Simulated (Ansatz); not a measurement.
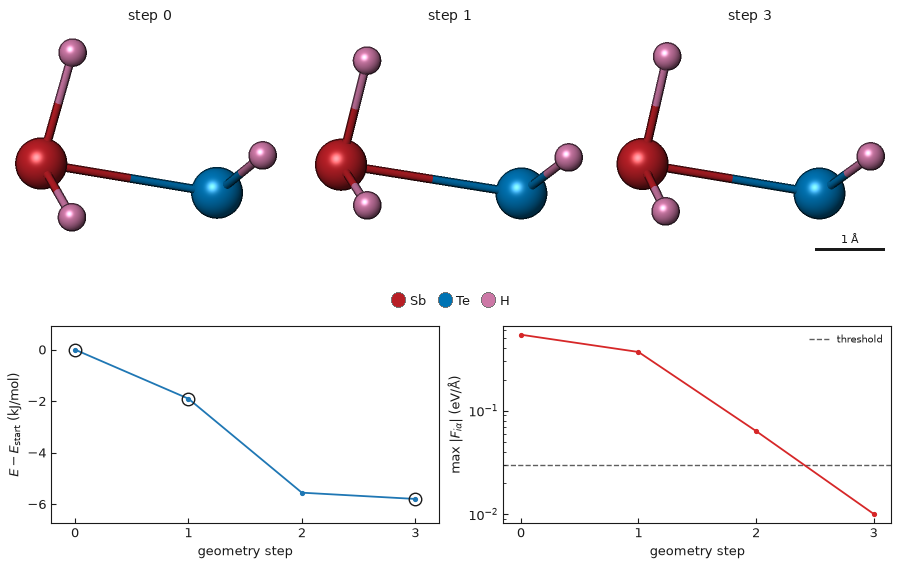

Frames of a relaxation of SbH3Te (coarse preliminary run), marked on the history of the run. Style: ball-and-stick. Shown at a tilt.

The start comes from a force field.

Theory: RKS PBE-D4/def2-SVP in Ansatz 0.2.0. Settings: force threshold 0.03 eV/Å; at most 200 steps.

Describe the path.

Answer. An H atom moves most after the best rigid fit: 0.14 Å. By element the largest moves are H 0.14 Å, Te 0.04 Å, Sb 0.04 Å. Near-neighbour distances that change, for instance: H–Te 1.724 → 1.683 Å, H–Sb 1.769 → 1.736 Å. Bond angles that change, for instance: H–Sb–H 95.2° → 89.8°, Sb–Te–H 89.3° → 93.9°, Te–Sb–H 90.6° → 94.4°. After 3 geometry steps the energy has fallen by 5.80 kJ/mol. The largest force component goes from 0.54 to 0.01 eV/Å. From step 0 to 1: an H atom moves most (0.19 Å), energy −1.90 kJ/mol. From step 1 to 3: an H atom moves most (0.09 Å), energy −3.89 kJ/mol.

| step | E − E(0), kJ/mol | largest force component, eV/Å |
| --- | --- | --- |
| 0 | 0.00 | 0.5414 |
| 1 | -1.90 | 0.3688 |
| 2 | -5.55 | 0.0637 |
| 3 | -5.80 | 0.0101 |
